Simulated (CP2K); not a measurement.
Consider 4-carboxypyridine at its PBE geometry (Å).

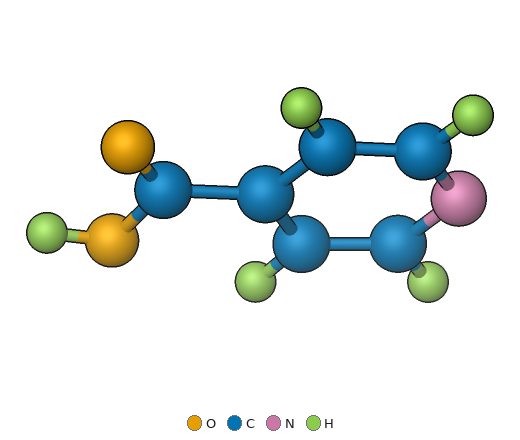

The molecule (oxygen orange, carbon blue, nitrogen pink, hydrogen green).

```xyz
14

O     2.6249    0.8837   -0.4791
C     1.8927    0.0046   -0.0458
O     2.3702   -1.1640    0.5009
C     0.4005    0.0536   -0.0367
C    -0.2496    1.1731   -0.5677
C    -1.6449    1.2074   -0.5470
N    -2.4135    0.2220   -0.0440
C    -1.7726   -0.8492    0.4573
C    -0.3823   -0.9840    0.4850
H     3.3458   -1.0928    0.4497
H     0.3340    1.9942   -0.9817
H    -2.1798    2.0686   -0.9535
H    -2.4071   -1.6432    0.8580
H     0.0818   -1.8737    0.9046
```

Method: CP2K XAS_TDP, all-electron GAPW, PBEh(45%), aug-cc-pVDZ, TDA, GW2X-corrected core level, no relativity.

Q: Predict the bright core excitations at the O K edge.

Leading lines: O1 531.71 eV and O3 535.25 eV. The leading line of an atom is its first one with 35 % of the strongest within 2.5 eV of its lowest line over the strength cut. Core ionisation energies at this level: O1 538.15 and O3 540.11 eV.

The first six lines of each atom with a strength over 0.0015:

```
                  atom  energy (eV)  states  strength, one atom  above the computed threshold
      O1 (bonded to C)       531.71       1              0.0351                              
                             536.11       1              0.0021                              
                             536.61       1              0.0043                              
                             537.03       1              0.0022                              
                             539.21       1              0.0046                           yes
                             539.59       1              0.0021                           yes
O3 (bonded to C and H)       535.25       1              0.0118                              
                             536.74       1              0.0201                              
                             538.62       1              0.0096                              
                             538.78       1              0.0051                              
                             539.35       1              0.0056                              
                             539.63       1              0.0019
```

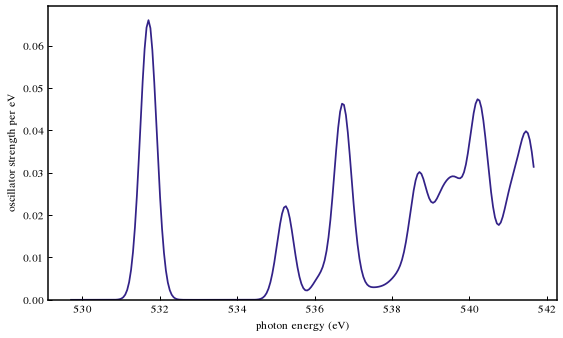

All atoms added, broadened by 0.5 eV.

Lines are vertical, at one geometry, with no vibrational structure. GW2X ionisation energies and lines can be off by 1 to 2 eV either way, and a good line position may hide errors that cancel. These values hold no scalar relativity, about 0.4 eV for O 1s. Rydberg lines, and the discretised continuum above threshold, depend on the basis and the box.

[Banner, clock and machine lines of the logs are left out without a mark of their own.]

[Logs are printed without paths, hosts, clocks, repeated set-up lines and the standing remarks that a program may print on its own settings, such as how far it seeks lower states.]

[Hosts, paths, dates, database ids (printed as entryN), source tags and the programs' standing remarks are cut or masked in the printed files.]
